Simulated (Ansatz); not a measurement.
The calculation's input:

```
crystal:
  lattice:
    - [1.5988697418, 0.9231078758, 7.6714688]
    - [-1.5988697418, 0.9231078758, 7.6714688]
    - [0.0, -1.8462157517, 7.6714688]
  atoms:
    - { symbol: Zr, position: [0.0, 0.0, 0.0] }
    - { symbol: Ta, position: [0.219748, 0.219748, 0.219748] }
    - { symbol: Ta, position: [0.780252, 0.780252, 0.780252] }
    - { symbol: C, position: [0.396449, 0.396449, 0.396449] }
    - { symbol: C, position: [0.603551, 0.603551, 0.603551] }
basis:
  ecutwfc: 500
kpoints:
  mp_grid: { grid: [12, 12, 12] }
  band_path:
    path:
      - [[0.0, 0.0, 0.0], [0.5, 0.5, 0.5], [0.82368046, 0.17631954, 0.5]]
      - [[0.5, -0.17631954, 0.17631954], [0.5, 0.0, 0.0], [0.0, 0.0, 0.0], [0.33815977, -0.33815977, 0.0]]
      - [[0.66184023, 0.0, 0.33815977], [0.5, 0.0, 0.5], [0.0, 0.0, 0.0]]
    npoints: 14
hamiltonian:
  xc: r2scan
scf:
  occupations: { method: gaussian, width: 0.1 }
  n_extra_bands: 12
output:
  forces: true
  stress: true
  eigenvalues: true
  populations: true
  dos: { projected: true, de: 0.02, nscf_kmesh: { grid: [15, 15, 15] } }
  bader: true
  write_density: true
  write_potential: true
  elf: true
  volumetric_format: npy
```

Command:

```sh
ansatz run input.yaml --threads 1 --pin off --max-ram 3072MiB --backend cpu --events-out ev --progress --plain --runs-dir out
```

Below, planes, directions and counts refer to the conventional cell (a = 3.20 Å, b = 3.20 Å, c = 23.01 Å, α = 90.00°, β = 90.00°, γ = 120.00°).

Space group R-3m; a structure generated by program, which may or may not match a known phase.

All numbers below come from DFT r2SCAN, scalar-relativistic, plane waves, PAW in Ansatz 0.2.0.

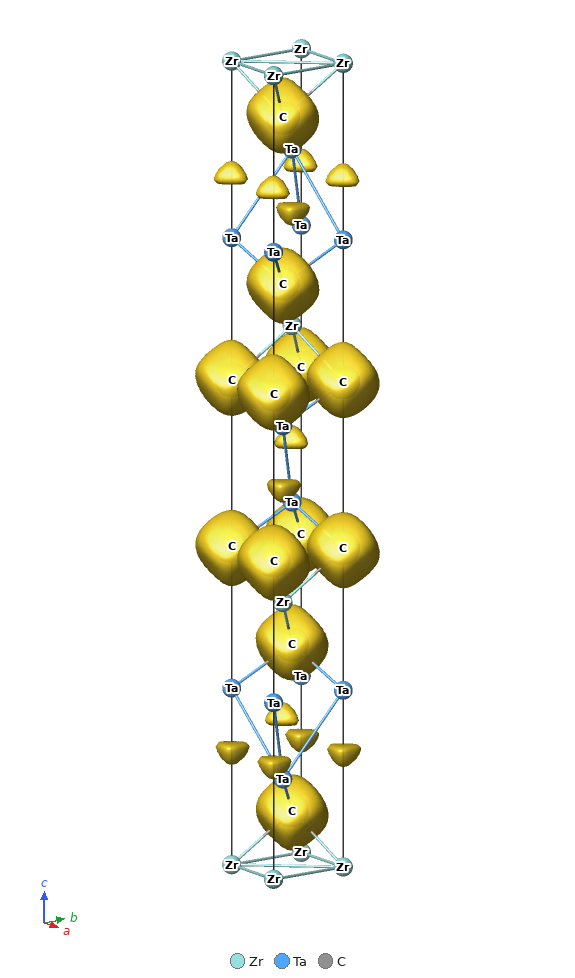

ZrTa2C2. Isosurface of the ELF at 0.65 (yellow), seen slightly off an axis. Core shells and regions of very low density are left out. Sticks mark near contacts.

In a PAW calculation such maps are meaningful between the atoms, not at the nuclei.

Describe the localisation domains.

Answer. The ELF exceeds this value in six regions wrapped around C (the valence shell of each) and six pockets between the atoms, centred on no nucleus (multi-centre or interstitial), counted in one cell of 15 atoms. Regions shared between cells count once.

Values along the shortest contacts:
Ta–C (2.18 Å): the ELF peaks at about 0.80 in the valence shell of C, 0.7 Å from its nucleus, and is about 0.30 at the midpoint. Zr–C (2.35 Å): the ELF peaks at about 0.75 in the valence shell of C, 0.7 Å from its nucleus, and is about 0.20 at the midpoint: no shared electron pair shows on this line.
